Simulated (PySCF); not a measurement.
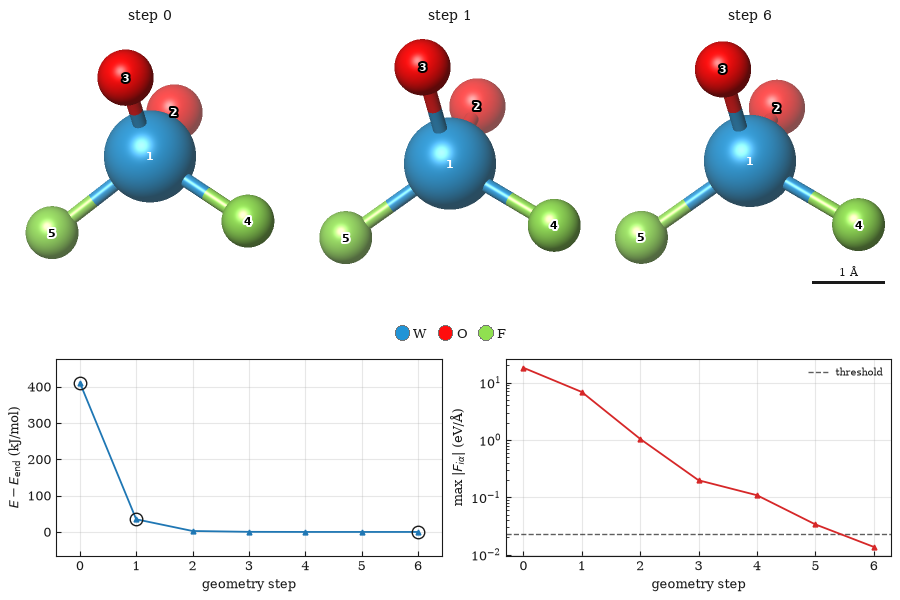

Frames of a relaxation of WO$_{2}$F$_{2}$, marked on the history of the run. Style: ball-and-stick. Shown at a tilt.

All numbers below come from PySCF 2.14.0, RKS r2SCAN, W def2-SVP with ECP60, O def2-SVP, F def2-SVP; non-relativistic Hamiltonian with scalar-relativistic core potentials; density fitting.

The input:
```
mol = gto.M(atom='''
W      0.00000     0.00000     0.04028
O      0.87160     0.87160     0.91188
O     -0.87160    -0.87160     0.91188
F      1.00300    -1.00300    -0.96272
F     -1.00300     1.00300    -0.96272''',
    basis={'W': 'def2-SVP', 'O': 'def2-SVP', 'F': 'def2-SVP'},
    ecp={'W': 'def2-SVP'},
    charge=0, spin=0)
mf = dft.RKS(mol, xc='R2SCAN')
mf.grids.atom_grid = (50, 194)  # f atoms: at least (60, 302), unpruned
mf = mf.density_fit()  # W def2-universal-JKFIT, O def2-universal-JKFIT, F def2-universal-JKFIT
mf.conv_tol = 1e-08; mf.max_cycle = 55
mf.kernel(dm0)
# quasi-Newton relaxation in Cartesian coordinates to a largest gradient under 0.00045 Eh/bohr, steps kept in the point group
```

Launched with:
```bash
OMP_NUM_THREADS=2 python run.py
```

**What happens along the run?**

After 6 geometry steps the energy has fallen by 411.3 kJ/mol. Largest force component: 18 eV/Å at the start, 0.014 eV/Å at the end. The largest moves after the best rigid fit, 0.16 Å, are those of F4 and F5. By element the largest moves are F 0.16 Å, O 0.16 Å, W 0.07 Å. Near-neighbour distances that change, for instance: W1–O2 1.510 → 1.704 Å, W1–F4 1.737 → 1.862 Å. Among the angles between lasting bonds that change: F4–W1–F5 109.5° → 115.3°, O2–W1–O3 109.5° → 105.8°. From step 0 to 1: O atoms move most (0.19 Å), energy −376.5 kJ/mol. From step 1 to 6: F atoms move most (0.06 Å), energy −34.9 kJ/mol.

| step | E − E(0), kJ/mol | largest force component, eV/Å |
| --- | --- | --- |
| 0 | 0.00 | 18.1846 |
| 1 | -376.46 | 6.8731 |
| 2 | -408.73 | 1.0457 |
| 3 | -411.03 | 0.1986 |
| 4 | -411.33 | 0.1090 |
| 5 | -411.35 | 0.0338 |
| 6 | -411.34 | 0.0137 |
